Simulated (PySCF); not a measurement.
# Frequency calculation, with input and output: CH₂AlN

System: CH₂AlN, SMILES N#[C][AlH2].
Method: HF/pcseg-0, RHF, dispersion D3(0), sfX2C (PySCF 2.14.0).

The geometry was optimised with HF/pcseg-0 saddle symmetrised.

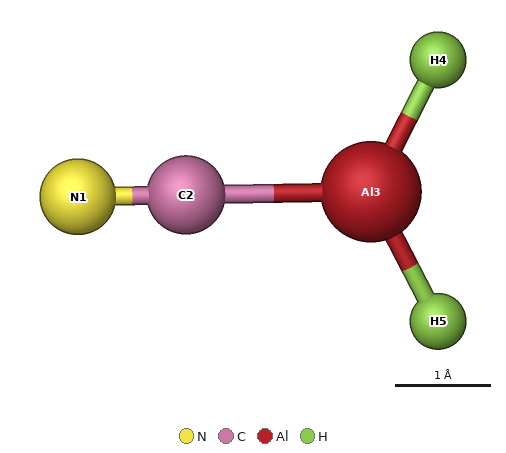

Fig. 1: The structure as given in the input (ball-and-stick view, seen on its broad side; atoms are numbered from 1 in the order of the input). Sticks mark near contacts. Bond lengths as drawn: Al–C 1.96 Å, Al–H 1.56 Å and C–N 1.15 Å.

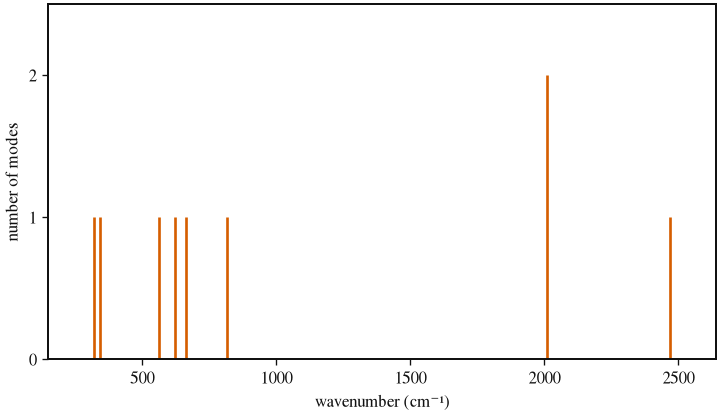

Fig. 2: Harmonic vibrational wavenumbers from the force constants; neighbouring modes closer than 10 cm⁻¹ are counted in one stick. 9 modes from 321 to 2470 cm⁻¹, none imaginary.

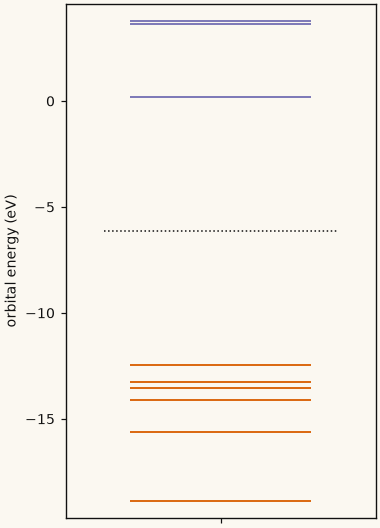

Fig. 3: Orbital energies near the frontier; the dotted line parts filled from empty levels, and levels within 0.02 eV of each other stand side by side. Highest filled −12.45 eV, lowest empty 0.20 eV, 12.65 eV apart.

The input that produced these results follows, with the program's output.

### Input file (job.py)
```python
# N#[C][AlH2]
import numpy
from pyscf import gto, scf, symm
from pyscf.hessian import thermo

mol = gto.Mole()
mol.atom = [
    ('N', (0.873725, 0.308702, 1.675999)),
    ('C', (0.350045, 0.123222, 0.673041)),
    ('Al', (-0.544482, -0.192187, -1.045087)),
    ('H', (-1.697381, 0.784722, -1.436236)),
    ('H', (-0.040167, -1.398224, -1.898162)),
]
mol.spin = 0
mol.max_memory = 1860
mol.basis = 'pcseg-0'
mol.verbose = 3
mol.build()

myscf = scf.RHF(mol)
myscf = myscf.sfx2c1e()
myscf = myscf.density_fit(auxbasis='cc-pvqz-jkfit')
myscf.disp = 'd3zero'
myscf.kernel()

etot = myscf.e_tot
print('Final energy', etot)
hess = myscf.Hessian().kernel()
modes = thermo.harmonic_analysis(mol, hess)
print('frequencies (1/cm)', numpy.round(modes['freq_wavenumber'], 1))
symm.geom.TOLERANCE = 1e-3  # for the symmetry number
th = thermo.thermo(myscf, modes['freq_au'], 298.15, 101325)
thermo.dump_thermo(mol, th)
```

Launched with:
```bash
OMP_NUM_THREADS=1 python job.py
```

### What the program printed
```
converged SCF energy = -335.259047171257
Final energy -335.2590471712566

WARN: DFTD3 does not support analytical Hessian, using finite difference

WARN: Mole.unit (angstrom) is changed to Bohr

frequencies (1/cm) [ 321.   343.7  563.7  621.9  665.5  817.6 2007.5 2017.1 2469.9]
temperature 298.1500 [K]
pressure 101325.00 [Pa]
Rotational constants [GHz] 129.80387 4.84787 4.67333
Symmetry number 1
Zero-point energy (ZPE) 0.02239 [Eh]   58783.927 [J/mol]
                           tot       elec      trans        rot        vib
Entropy [J/mol/K]       268.323      0.000    158.728     92.961     16.634
Cv [J/mol/K]             53.647      0.000     12.472     12.472     28.704
Cp [J/mol/K]             61.962      0.000     20.786     12.472     28.704
Internal energy [J/mol]                      3718.434   3718.434  62181.813
Internal energy [Eh]   -335.23253  -335.25905
Enthalpy [J/mol]                             6197.391   3718.434  62181.813
Enthalpy [Eh]          -335.23159
Gibbs free energy [J/mol]                  -41127.232 -23997.808  57222.304
Gibbs free energy [Eh] -335.26206
```

### Summary

```tsv
quantity	value
outcome	converged
total energy	−335.259047 hartree
dispersion energy	−0.001428 hartree
basis functions	35
HOMO	−12.45 eV
LUMO	0.20 eV
zero-point energy	0.022390 hartree
dipole moment	3.67 D
wavenumbers, lowest and highest	321 and 2470 cm⁻¹
hardware	1 thread of Arm Neoverse V1, 24 GiB of memory available, shared host
wall time	6.3 s
peak memory	0.26 GiB
```

### Remarks

The record of the run, not the program, notes: symmetry number missed.
